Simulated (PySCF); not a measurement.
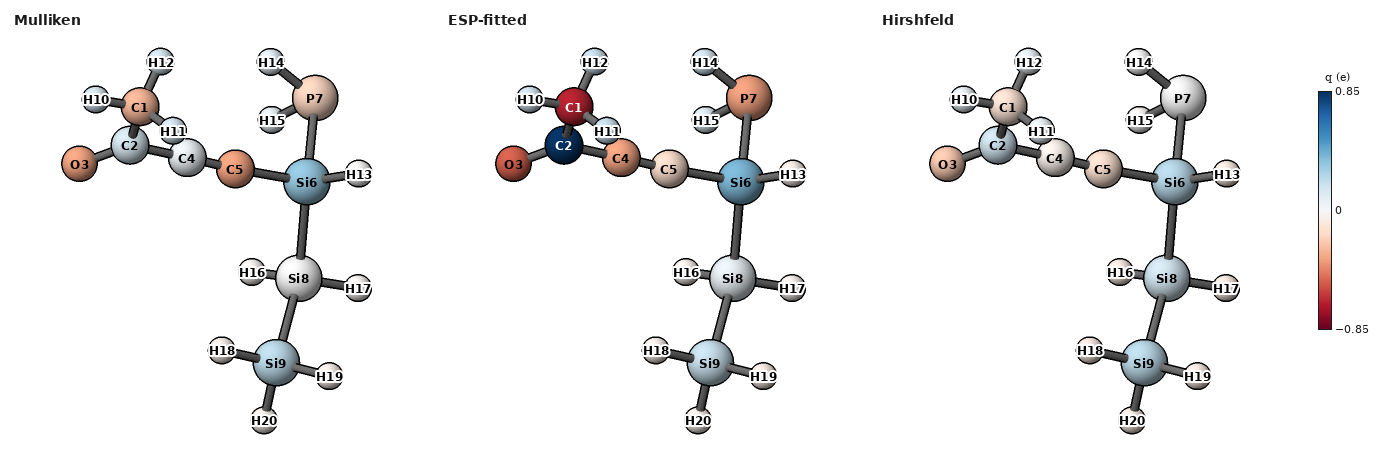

Atomic charges of one calculation by 3 schemes, on one colour scale. The geometry was computed by an optimisation with GFN2-xTB. No frequency run is at hand to confirm it as a minimum. Level of theory: PBE0/pcSseg-1 (PySCF 2.14.0).

Question. Which scheme gives the most polar picture (largest mean size of the charges)?

Answer. The ESP-fitted charges are the largest in size here, and the Hirshfeld charges the smallest.

Question. On which atom do the schemes disagree most?

Answer. On C2 (from 0.14 to 0.83 e).

List the charges (e), one line for each set of equivalent atoms.

```csv
atom,Mulliken,ESP-fitted,Hirshfeld
C1,−0.28,−0.65,−0.12
C2,0.14,0.83,0.17
O3,−0.33,−0.50,−0.22
C4,0.05,−0.34,−0.04
C5,−0.34,−0.15,−0.14
Si6,0.33,0.38,0.24
P7,−0.18,−0.35,−0.01
Si8,0.00,0.06,0.16
Si9,0.22,0.19,0.23
H10,0.14,0.16,0.05
H11,0.15,0.19,0.06
H12,0.15,0.19,0.06
H13,−0.01,−0.06,−0.07
H14,0.08,0.15,0.00
H15,0.07,0.11,−0.01
H16,−0.01,−0.03,−0.07
H17,−0.02,−0.04,−0.07
H18,−0.04,−0.04,−0.07
H19,−0.06,−0.07,−0.07
H20,−0.05,−0.05,−0.07
```

The geometry is semi-empirical. Around P, Si such bond lengths and angles can be off by a tenth of an ångström or more and by several degrees, and values that hang on the shape move with them.
